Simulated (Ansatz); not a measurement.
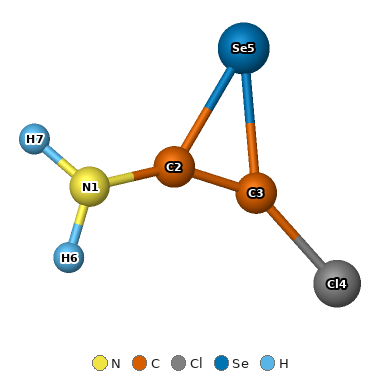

The system is C2H2ClNSe, SMILES NC1=C(Cl)[Se]1; the picture shows the reference structure. First axis: bond length N1–H7. Second axis: angle C2–N1–H7. Nothing is relaxed (all other coordinates rigid). Grid: 15 × 15 points. Points are written as (first, second). Energies: eV, counted from the relaxed molecule at the same level. All numbers below come from RHF/def2-SVP in Ansatz.

Its coordinates:

```yaml
atoms:
  - { symbol: N, position_ang: [0.8778, 0.3214, 0.9369] }
  - { symbol: C, position_ang: [0.0604, 0.1767, -0.1293] }
  - { symbol: C, position_ang: [-0.6800, -0.5265, -0.8843] }
  - { symbol: Cl, position_ang: [-1.3980, -2.0136, -1.2289] }
  - { symbol: Se, position_ang: [-0.5028, 1.2832, -1.6487] }
  - { symbol: H, position_ang: [0.8083, -0.3918, 1.6370] }
  - { symbol: H, position_ang: [0.9576, 1.2484, 1.3023] }
```

Range: bond length N1–H7 from 0.860 to 1.400 Å; angle C2–N1–H7 from 90.9 to 140.9°.

What will the energy surface look like?

The lowest grid point is at (1.014 Å, 115.9°), 0.005 eV from the relaxed molecule at the same level. It is the only kind of minimum in the scanned range. The highest grid point, (1.400 Å, 140.9°), lies 2.75 eV above the lowest. Round the minimum the two coordinates are nearly uncoupled.

| angle C2–N1–H7 ↓, bond length N1–H7 → | 0.860 | 0.898 | 0.937 | 0.975 | 1.014 | 1.052 | 1.091 | 1.130 | 1.168 | 1.207 | 1.245 | 1.284 | 1.322 | 1.361 | 1.400 |
| --- | --- | --- | --- | --- | --- | --- | --- | --- | --- | --- | --- | --- | --- | --- | --- |
| 140.9 | 1.29 | 0.95 | 0.74 | 0.65 | 0.65 | 0.72 | 0.84 | 1.01 | 1.21 | 1.44 | 1.68 | 1.94 | 2.20 | 2.48 | 2.75 |
| 137.3 | 1.13 | 0.78 | 0.58 | 0.48 | 0.48 | 0.55 | 0.67 | 0.84 | 1.04 | 1.27 | 1.51 | 1.77 | 2.03 | 2.30 | 2.57 |
| 133.7 | 0.99 | 0.64 | 0.43 | 0.34 | 0.34 | 0.40 | 0.53 | 0.70 | 0.89 | 1.12 | 1.36 | 1.61 | 1.87 | 2.14 | 2.42 |
| 130.1 | 0.87 | 0.53 | 0.32 | 0.22 | 0.22 | 0.28 | 0.41 | 0.57 | 0.77 | 0.99 | 1.23 | 1.48 | 1.74 | 2.01 | 2.29 |
| 126.6 | 0.79 | 0.44 | 0.23 | 0.13 | 0.13 | 0.19 | 0.31 | 0.48 | 0.67 | 0.89 | 1.13 | 1.38 | 1.64 | 1.91 | 2.18 |
| 123.0 | 0.73 | 0.38 | 0.16 | 0.07 | 0.06 | 0.12 | 0.24 | 0.40 | 0.60 | 0.82 | 1.05 | 1.30 | 1.56 | 1.83 | 2.10 |
| 119.4 | 0.69 | 0.34 | 0.13 | 0.03 | 0.02 | 0.08 | 0.20 | 0.36 | 0.55 | 0.77 | 1.00 | 1.25 | 1.50 | 1.77 | 2.04 |
| 115.9 | 0.68 | 0.33 | 0.12 | 0.02 | 0.01 | 0.06 | 0.18 | 0.34 | 0.53 | 0.74 | 0.97 | 1.22 | 1.47 | 1.74 | 2.00 |
| 112.3 | 0.70 | 0.35 | 0.13 | 0.03 | 0.02 | 0.07 | 0.19 | 0.34 | 0.53 | 0.75 | 0.97 | 1.22 | 1.47 | 1.73 | 1.99 |
| 108.7 | 0.75 | 0.40 | 0.18 | 0.08 | 0.06 | 0.11 | 0.22 | 0.38 | 0.56 | 0.77 | 1.00 | 1.24 | 1.49 | 1.75 | 2.01 |
| 105.1 | 0.83 | 0.48 | 0.25 | 0.15 | 0.13 | 0.18 | 0.29 | 0.44 | 0.62 | 0.83 | 1.05 | 1.29 | 1.54 | 1.79 | 2.05 |
| 101.6 | 0.94 | 0.58 | 0.36 | 0.25 | 0.23 | 0.28 | 0.38 | 0.53 | 0.71 | 0.91 | 1.13 | 1.37 | 1.61 | 1.86 | 2.12 |
| 98.0 | 1.08 | 0.72 | 0.49 | 0.38 | 0.36 | 0.40 | 0.50 | 0.65 | 0.82 | 1.02 | 1.24 | 1.47 | 1.71 | 1.96 | 2.21 |
| 94.4 | 1.26 | 0.89 | 0.66 | 0.55 | 0.52 | 0.56 | 0.66 | 0.80 | 0.97 | 1.16 | 1.38 | 1.61 | 1.84 | 2.08 | 2.33 |
| 90.9 | 1.46 | 1.09 | 0.86 | 0.74 | 0.71 | 0.74 | 0.84 | 0.97 | 1.14 | 1.33 | 1.54 | 1.76 | 1.99 | 2.23 | 2.47 |

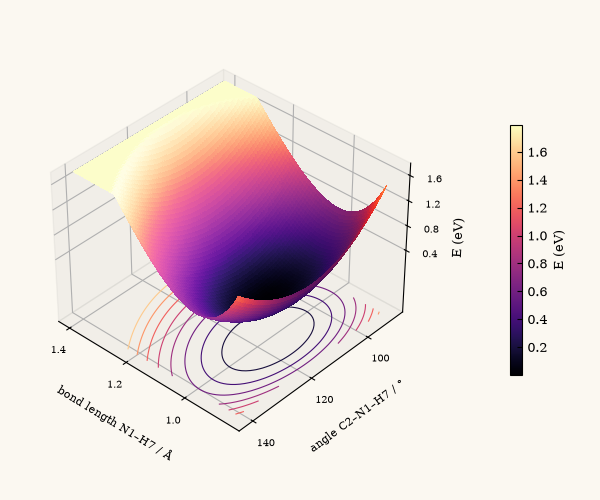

In the figure: a relief with its contours projected below, any walls above the top of the colour scale cut off. Between grid points the surface is interpolated.

Each point was launched as `ansatz run input.yaml --threads 1 --pin off --max-ram 2560MiB --backend cpu --events-out ev --progress --plain --runs-dir out`. The whole map (225 points run) took 9.9 min on 1 thread of Arm Neoverse V2, with other jobs on the host.
